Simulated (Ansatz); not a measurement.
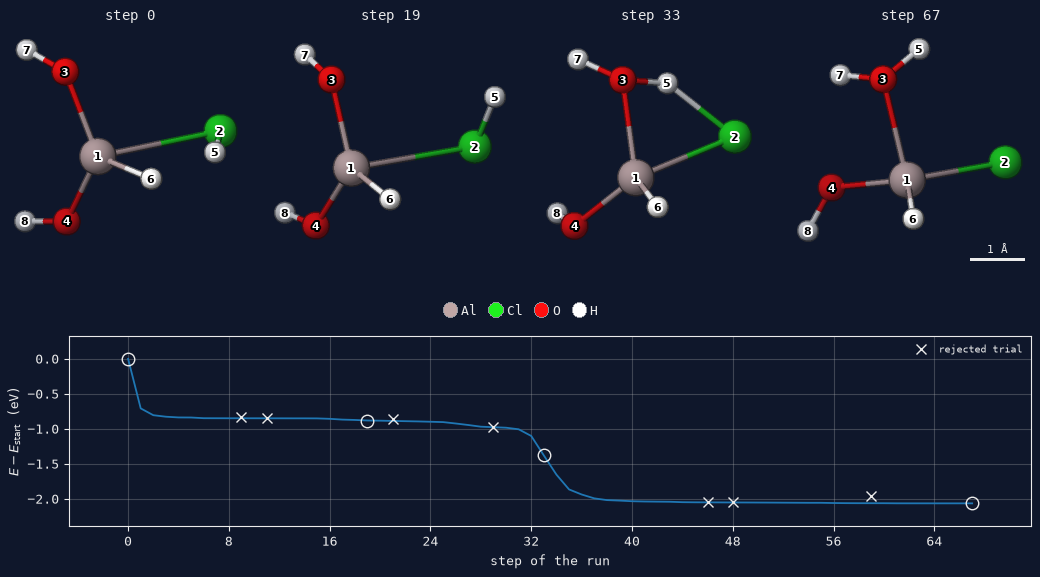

Frames of a relaxation of AlH4O2Cl (started from a transition state, displaced along its imaginary mode), marked on the history of the run. A ball-and-stick model, seen at a tilt.

Computed with RKS PBE0-D4/def2-TZVP (Ansatz).

The input:
```yaml
crystal:
  periodic: [false, false, false]
  atoms:
    - {symbol: Al, position_ang: [0.202396, 0.386295, 0.071954]}
    - {symbol: Cl, position_ang: [0.501829, -2.211057, -0.181180]}
    - {symbol: O, position_ang: [-0.365475, 0.807675, -1.491975]}
    - {symbol: O, position_ang: [-0.641567, 0.438032, 1.530711]}
    - {symbol: H, position_ang: [1.351326, -1.493337, -0.054251]}
    - {symbol: H, position_ang: [1.716067, 0.216704, 0.166291]}
    - {symbol: H, position_ang: [-1.241288, 1.088703, -1.740074]}
    - {symbol: H, position_ang: [-1.523289, 0.767086, 1.698525]}
basis:
  gaussian: {orbitals: def2-TZVP}
hamiltonian: {xc: pbe0, dispersion: d4}
relax: {f_tol: 0.005, max_steps: 200}
```

Command:
```bash
ansatz run in.yaml --threads 4 --pin off --events-out ev --progress --plain --max-ram 9574MiB
```

### Describe the path.

The largest move after the best rigid fit is that of H5, 2.41 Å. Largest moves by element: H 2.41 Å, O 0.73 Å, Al 0.72 Å, Cl 0.60 Å. Among the contacts that change: O3–H5 3.211 → 0.966 Å, Cl2–H5 1.119 → 2.823 Å, Al1–Cl2 2.627 → 2.141 Å, Al1–O3 1.716 → 1.964 Å. New bonds form, among them: O3–H5 (3.21 → 0.97 Å). Bonds break, among them: Cl2–H5 (1.12 → 2.82 Å). Among the angles between lasting bonds that change: O3–Al1–O4 128.0° → 88.0°, Cl2–Al1–H6 77.5° → 115.8°, Al1–O3–H7 127.9° → 101.1°. After 60 accepted moves (67 points after the start) the energy has fallen by 2.064 eV. Largest force component: 6.9 eV/Å at the start, 0.0022 eV/Å at the end. The line search rejected the trial steps at points 9, 11, 21, 29, 46, 48, 59 of the run. The run took 4.1 min on 4 threads of Intel Xeon @ 2.50GHz, on a shared host. From step 0 to 19: H5 moves most (1.15 Å), energy −0.880 eV. From step 19 to 33: H5 moves most (1.53 Å), energy −0.499 eV. From step 33 to 67: H5 moves most (0.75 Å), energy −0.684 eV.
